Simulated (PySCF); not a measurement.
# CH7BFPSi: NMR shifts at several levels of theory, part 2 of 2

PySCF 2.14.0. Atoms count from 0. Earlier steps stand in the parts before.

## (8) Nuclear shieldings: KT2/pcSseg-2

What the job is given:

```
{"job": {"kind": "nmr", "xc": "KT2", "basis": "pcSseg-2", "pop": false}, "charge": 0, "multiplicity": 1}
C      2.149537     0.375817    -0.434800
B      0.872652     0.122461     0.428993
F      0.645715     0.927553     1.470364
P     -0.344824    -1.341922     0.188254
Si    -2.303373    -0.236458     0.328795
H      2.301812    -0.343433    -1.250136
H      2.096203     1.390460    -0.866539
H      3.040290     0.368525     0.217206
H     -0.251072    -1.464152    -1.227984
H     -3.402065    -1.167739    -0.065742
H     -2.372369     0.976897    -0.542861
H     -2.482005     0.168057     1.752717
```

Method: GIAO KT2/pcSseg-2 NMR shielding, non-relativistic, gas phase.

The program printed:

```text
coarse grid: 10848 points
cycle   1  E = -805.7563785407  dE =  1.425e-01  |g| = 7.232e-01  |ddm| = 2.299e+00
cycle   2  E = -805.4969947788  dE =  2.594e-01  |g| = 1.423e+00  |ddm| = 1.293e+00
cycle   3  E = -805.8432781561  dE = -3.463e-01  |g| = 2.215e-01  |ddm| = 9.843e-01
cycle   4  E = -805.8536763442  dE = -1.040e-02  |g| = 5.033e-02  |ddm| = 1.827e-01
cycle   5  E = -805.8542784628  dE = -6.021e-04  |g| = 1.442e-02  |ddm| = 5.109e-02
cycle   6  E = -805.8543341689  dE = -5.571e-05  |g| = 5.858e-03  |ddm| = 2.082e-02
cycle   7  E = -805.8543428864  dE = -8.717e-06  |g| = 1.646e-03  |ddm| = 6.388e-03
final grid: 95480 points
cycle   8  E = -805.8842760910  dE = -2.690e-04  |g| = 2.928e-02  |ddm| = 8.705e-02
cycle   9  E = -805.8839504898  dE =  3.256e-04  |g| = 5.174e-02  |ddm| = 3.849e-02
cycle  10  E = -805.8843850728  dE = -4.346e-04  |g| = 5.711e-03  |ddm| = 2.819e-02
cycle  11  E = -805.8843893630  dE = -4.290e-06  |g| = 1.228e-03  |ddm| = 3.980e-03
cycle  12  E = -805.8843898617  dE = -4.988e-07  |g| = 3.186e-04  |ddm| = 1.783e-03
cycle  13  E = -805.8843898873  dE = -2.559e-08  |g| = 1.067e-04  |ddm| = 4.372e-04
cycle  14  E = -805.8843898910  dE = -3.652e-09  |g| = 2.382e-05  |ddm| = 1.379e-04
cycle  15  E = -805.8843898911  dE = -1.510e-10  |g| = 5.918e-06  |ddm| = 3.008e-05
converged SCF energy = -805.8843898911

GIAO shielding tensors (ppm)
atom      isotropic    diamagn.    paramagn.     s11        s22        s33       span
  0 C      171.572     243.765     -72.192    158.736    165.182    190.799     32.063
  1 B       31.938     195.208    -163.270    -44.200     61.360     78.654    122.854
  2 F      155.166     469.221    -314.055    -26.427     38.436    453.491    479.918
  3 P      555.839     971.655    -415.816    492.795    522.992    651.731    158.936
  4 Si     435.379     882.429    -447.050    417.723    424.077    464.337     46.613
  5 H       30.248      30.302      -0.054     26.571     30.420     33.753      7.182
  6 H       30.475      29.657       0.818     27.585     28.069     35.772      8.187
  7 H       30.452      28.015       2.438     27.036     27.929     36.393      9.357
  8 H       29.103      31.611      -2.508     24.287     27.696     35.325     11.037
  9 H       27.104      28.067      -0.963     23.837     24.937     32.539      8.702
 10 H       26.805      29.259      -2.455     23.097     25.350     31.967      8.870
 11 H       26.939      28.902      -1.963     23.997     25.090     31.729      7.732
```

Run time: 42 s. Hardware: 1 thread of Arm Neoverse V2, shared host; peak memory 0.91 GiB.

Key values: δ C0 10.7, B1 66.4, F2 -18.8, P3 -242.7, H9 4.23, H8 2.07 ppm (means over like atoms).

## (9) Shielding tensors: KT3/pcSseg-2

Settings changed since step 8:

```diff
@@ -1,2 +1,2 @@
-{"job": {"kind": "nmr", "xc": "KT2", "basis": "pcSseg-2", "pop": false}, "charge": 0, "multiplicity": 1}
+{"job": {"kind": "nmr", "xc": "KT3", "basis": "pcSseg-2", "pop": false}, "charge": 0, "multiplicity": 1}
 C      2.149537     0.375817    -0.434800
```

Level: GIAO KT3/pcSseg-2 NMR shielding, non-relativistic, gas phase.

The program printed:

```text
coarse grid: 10848 points
cycle   1  E = -805.0854321680  dE =  1.226e-01  |g| = 7.292e-01  |ddm| = 2.317e+00
cycle   2  E = -804.8245270528  dE =  2.609e-01  |g| = 1.419e+00  |ddm| = 1.382e+00
cycle   3  E = -805.1758243485  dE = -3.513e-01  |g| = 2.098e-01  |ddm| = 1.060e+00
cycle   4  E = -805.1851662449  dE = -9.342e-03  |g| = 5.359e-02  |ddm| = 1.784e-01
cycle   5  E = -805.1858445141  dE = -6.783e-04  |g| = 1.415e-02  |ddm| = 5.108e-02
cycle   6  E = -805.1858986751  dE = -5.416e-05  |g| = 6.082e-03  |ddm| = 2.094e-02
cycle   7  E = -805.1859085154  dE = -9.840e-06  |g| = 1.671e-03  |ddm| = 6.872e-03
final grid: 95480 points
cycle   8  E = -805.2120747915  dE = -2.711e-04  |g| = 2.892e-02  |ddm| = 7.064e-02
cycle   9  E = -805.2117856197  dE =  2.892e-04  |g| = 5.053e-02  |ddm| = 3.402e-02
cycle  10  E = -805.2121728743  dE = -3.873e-04  |g| = 5.302e-03  |ddm| = 2.558e-02
cycle  11  E = -805.2121768100  dE = -3.936e-06  |g| = 8.112e-04  |ddm| = 3.433e-03
cycle  12  E = -805.2121769896  dE = -1.795e-07  |g| = 2.249e-04  |ddm| = 9.938e-04
cycle  13  E = -805.2121770020  dE = -1.242e-08  |g| = 6.775e-05  |ddm| = 2.627e-04
cycle  14  E = -805.2121770032  dE = -1.212e-09  |g| = 2.286e-05  |ddm| = 8.907e-05
cycle  15  E = -805.2121770033  dE = -1.569e-10  |g| = 4.668e-06  |ddm| = 2.824e-05
converged SCF energy = -805.2121770033

GIAO shielding tensors (ppm)
atom      isotropic    diamagn.    paramagn.     s11        s22        s33       span
  0 C      171.083     243.368     -72.285    159.545    164.913    188.790     29.244
  1 B       33.383     195.064    -161.680    -40.870     62.037     78.983    119.853
  2 F      168.752     471.511    -302.759     -7.839     58.845    455.249    463.087
  3 P      556.429     971.608    -415.179    495.403    527.392    646.492    151.089
  4 Si     436.701     881.717    -445.016    418.737    426.190    465.175     46.438
  5 H       30.422      30.229       0.193     26.766     30.576     33.924      7.158
  6 H       30.643      29.650       0.993     27.789     28.291     35.849      8.060
  7 H       30.621      27.733       2.888     27.254     28.159     36.451      9.197
  8 H       29.407      32.204      -2.797     24.594     28.014     35.613     11.019
  9 H       27.409      28.496      -1.087     24.198     25.292     32.736      8.538
 10 H       27.126      29.903      -2.777     23.529     25.688     32.160      8.631
 11 H       27.254      29.464      -2.210     24.373     25.438     31.950      7.576
```

Wall time 42 s (1 thread of Arm Neoverse V2, shared host); peak memory 0.91 GiB.

Key values: δ C0 10.2, B1 65.3, F2 -21.8, P3 -234.9, H9 4.09, H8 1.95 ppm (means over like atoms).

## (10) NMR shieldings: B97-D/pcSseg-2

Settings changed since step 9:

```diff
@@ -1,2 +1,2 @@
-{"job": {"kind": "nmr", "xc": "KT3", "basis": "pcSseg-2", "pop": false}, "charge": 0, "multiplicity": 1}
+{"job": {"kind": "nmr", "xc": "B97-D", "basis": "pcSseg-2", "pop": false}, "charge": 0, "multiplicity": 1}
 C      2.149537     0.375817    -0.434800
```

With the program's defaults for keys left out, this is: GIAO B97-D/pcSseg-2 NMR shielding, non-relativistic, gas phase.

The program printed:

```text
coarse grid: 10848 points
cycle   1  E = -797.8361668894  dE =  9.635e-02  |g| = 6.784e-01  |ddm| = 2.376e+00
cycle   2  E = -797.6376800513  dE =  1.985e-01  |g| = 1.273e+00  |ddm| = 1.162e+00
cycle   3  E = -797.9176552159  dE = -2.800e-01  |g| = 1.914e-01  |ddm| = 8.493e-01
cycle   4  E = -797.9251241320  dE = -7.469e-03  |g| = 4.835e-02  |ddm| = 1.506e-01
cycle   5  E = -797.9256446901  dE = -5.206e-04  |g| = 1.138e-02  |ddm| = 4.278e-02
cycle   6  E = -797.9256795803  dE = -3.489e-05  |g| = 5.997e-03  |ddm| = 1.846e-02
cycle   7  E = -797.9256887513  dE = -9.171e-06  |g| = 1.435e-03  |ddm| = 6.325e-03
final grid: 95480 points
cycle   8  E = -797.9233480650  dE = -1.560e-04  |g| = 2.025e-02  |ddm| = 4.540e-02
cycle   9  E = -797.9231875295  dE =  1.605e-04  |g| = 3.781e-02  |ddm| = 2.477e-02
cycle  10  E = -797.9234005938  dE = -2.131e-04  |g| = 2.602e-03  |ddm| = 1.797e-02
cycle  11  E = -797.9234015111  dE = -9.173e-07  |g| = 6.301e-04  |ddm| = 2.246e-03
cycle  12  E = -797.9234016464  dE = -1.353e-07  |g| = 1.126e-04  |ddm| = 8.958e-04
cycle  13  E = -797.9234016492  dE = -2.784e-09  |g| = 3.423e-05  |ddm| = 1.300e-04
cycle  14  E = -797.9234016495  dE = -2.881e-10  |g| = 9.238e-06  |ddm| = 4.253e-05
converged SCF energy = -797.9234016495

GIAO shielding tensors (ppm)
atom      isotropic    diamagn.    paramagn.     s11        s22        s33       span
  0 C      168.976     244.820     -75.843    157.081    163.492    186.356     29.274
  1 B       29.672     194.479    -164.806    -46.670     59.047     76.641    123.311
  2 F      172.395     470.607    -298.212     -1.916     57.543    461.557    463.474
  3 P      529.987     970.493    -440.506    466.141    499.909    623.911    157.770
  4 Si     416.158     880.238    -464.081    397.644    404.653    446.176     48.531
  5 H       30.457      30.397       0.059     26.855     30.678     33.837      6.982
  6 H       30.684      29.832       0.851     27.891     28.385     35.774      7.883
  7 H       30.666      28.184       2.481     27.358     28.268     36.371      9.012
  8 H       29.452      31.950      -2.499     24.683     28.163     35.509     10.826
  9 H       27.381      28.485      -1.103     24.216     25.292     32.636      8.420
 10 H       27.089      29.780      -2.691     23.529     25.681     32.058      8.529
 11 H       27.239      29.408      -2.169     24.399     25.452     31.867      7.469
```

Wall time 41 s (1 thread of Arm Neoverse V2, shared host); peak memory 0.91 GiB.

In short: δ C0 10.0, B1 66.7, F2 -18.2, P3 -235.4, H9 4.16, H8 1.94 ppm (means over like atoms).

## (11) Nuclear shieldings: B3LYP/pcSseg-2

Settings changed since step 10:

```diff
@@ -1,2 +1,2 @@
-{"job": {"kind": "nmr", "xc": "B97-D", "basis": "pcSseg-2", "pop": false}, "charge": 0, "multiplicity": 1}
+{"job": {"kind": "nmr", "xc": "B3LYP", "basis": "pcSseg-2", "pop": false}, "charge": 0, "multiplicity": 1}
 C      2.149537     0.375817    -0.434800
```

With the program's defaults for keys left out, this is: GIAO B3LYP/pcSseg-2 NMR shielding, non-relativistic, gas phase.

The program printed:

```text
coarse grid: 10848 points
cycle   1  E = -798.0136976910  dE =  1.120e-01  |g| = 5.887e-01  |ddm| = 2.328e+00
cycle   2  E = -797.9467078039  dE =  6.699e-02  |g| = 8.909e-01  |ddm| = 7.637e-01
cycle   3  E = -798.0756491319  dE = -1.289e-01  |g| = 1.079e-01  |ddm| = 4.725e-01
cycle   4  E = -798.0776883257  dE = -2.039e-03  |g| = 3.325e-02  |ddm| = 7.808e-02
cycle   5  E = -798.0779291326  dE = -2.408e-04  |g| = 4.899e-03  |ddm| = 2.304e-02
cycle   6  E = -798.0779340836  dE = -4.951e-06  |g| = 2.822e-03  |ddm| = 7.577e-03
final grid: 95480 points
cycle   7  E = -798.0828042175  dE = -7.395e-05  |g| = 5.920e-03  |ddm| = 2.923e-02
cycle   8  E = -798.0827980780  dE =  6.139e-06  |g| = 7.520e-03  |ddm| = 9.484e-03
cycle   9  E = -798.0828126381  dE = -1.456e-05  |g| = 4.363e-04  |ddm| = 5.829e-03
cycle  10  E = -798.0828126663  dE = -2.818e-08  |g| = 2.733e-04  |ddm| = 6.189e-04
cycle  11  E = -798.0828126833  dE = -1.696e-08  |g| = 5.535e-05  |ddm| = 2.344e-04
cycle  12  E = -798.0828126837  dE = -4.245e-10  |g| = 2.132e-05  |ddm| = 3.712e-05
converged SCF energy = -798.0828126837

GIAO shielding tensors (ppm)
atom      isotropic    diamagn.    paramagn.     s11        s22        s33       span
  0 C      168.699     242.303     -73.604    155.646    163.416    187.034     31.388
  1 B       23.794     193.042    -169.248    -61.446     56.077     76.753    138.199
  2 F      174.516     470.495    -295.980     -3.465     59.091    467.921    471.387
  3 P      521.431     969.330    -447.899    456.804    487.117    620.371    163.568
  4 Si     406.174     878.837    -472.663    387.639    395.239    435.643     48.004
  5 H       30.405      30.362       0.043     26.740     30.598     33.876      7.136
  6 H       30.702      29.802       0.900     27.817     28.378     35.911      8.094
  7 H       30.682      28.500       2.182     27.264     28.282     36.499      9.235
  8 H       29.488      31.779      -2.291     24.696     28.161     35.609     10.913
  9 H       27.402      28.361      -0.958     24.191     25.272     32.744      8.553
 10 H       27.138      29.468      -2.329     23.553     25.721     32.141      8.587
 11 H       27.230      29.164      -1.933     24.315     25.428     31.948      7.633
```

It took 36 s on 1 thread of Arm Neoverse V2, shared host; peak memory 1.1 GiB.

This run: δ C0 10.5, B1 72.6, F2 -4.8, P3 -238.1, H9 4.13, H8 1.90 ppm (means over like atoms).

## (12) Run by run: NMR shifts

Shifts (ppm) of some atoms, chosen among heavy atoms and hydrogens apart, means over like atoms, with basis size and wall time:

```tsv
run	C0	H9	H8	B1	F2	P3	Si4	functions	time
HF/pcSseg-2	9.9	3.91	1.59	68.2	2.3	-233.1	-71.6	292	21 s
LDA/pcSseg-2	11.4	4.44	2.37	74.0	2.0	-258.1	-92.6	292	33 s
PBE/pcSseg-2	11.1	4.28	2.14	70.7	-3.4	-248.5	-85.5	292	41 s
BLYP/pcSseg-2	10.5	4.21	1.98	72.3	-10.7	-234.1	-84.7	292	41 s
BP86/pcSseg-2	11.1	4.28	2.10	70.2	-6.0	-245.4	-84.1	292	41 s
OPBE/pcSseg-2	11.1	4.23	2.16	65.4	-5.1	-252.2	-78.2	292	43 s
KT2/pcSseg-2	10.7	4.23	2.07	66.4	-18.8	-242.7	-84.4	292	42 s
KT3/pcSseg-2	10.2	4.09	1.95	65.3	-21.8	-234.9	-78.5	292	42 s
B97-D/pcSseg-2	10.0	4.16	1.94	66.7	-18.2	-235.4	-79.6	292	41 s
B3LYP/pcSseg-2	10.5	4.13	1.90	72.6	-4.8	-238.1	-81.6	292	36 s
```

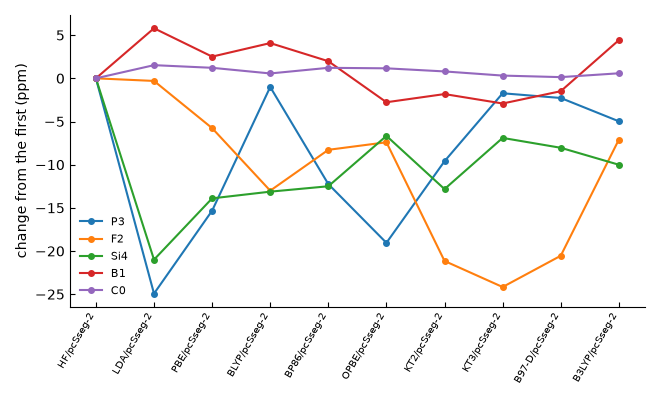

How five of the tabulated atoms move from run to run.

## (13) What came out

What follows sums up all 2 parts.

```
                                                            quantity                 value
                                ¹³C shifts against TMS (HF/pcSseg-2)               9.9 ppm
¹H shifts against TMS (HF/pcSseg-2, means over atoms taken as alike)  3.91, 1.59, 0.75 ppm
                           ¹¹B shifts against BF3·OEt2 (HF/pcSseg-2)              68.2 ppm
                              ¹⁹F shifts against CFCl3 (HF/pcSseg-2)               2.3 ppm
                              ³¹P shifts against H3PO4 (HF/pcSseg-2)            -233.1 ppm
                               ²⁹Si shifts against TMS (HF/pcSseg-2)             -71.6 ppm
                                            range of the shift of P3  -258.1 to -233.1 ppm
```

**Reading.** Single values in the summary come from the first run of each kind that ended normally (HF/pcSseg-2), which need not be the best level. At HF/pcSseg-2: The widest tensor belongs to F2: span 414 ppm, with a paramagnetic part of -228 ppm. In ppm, P3 moves most: its shift spreads over 24.9 ppm, from -258.1 (LDA/pcSseg-2) to -233.1 (HF/pcSseg-2).
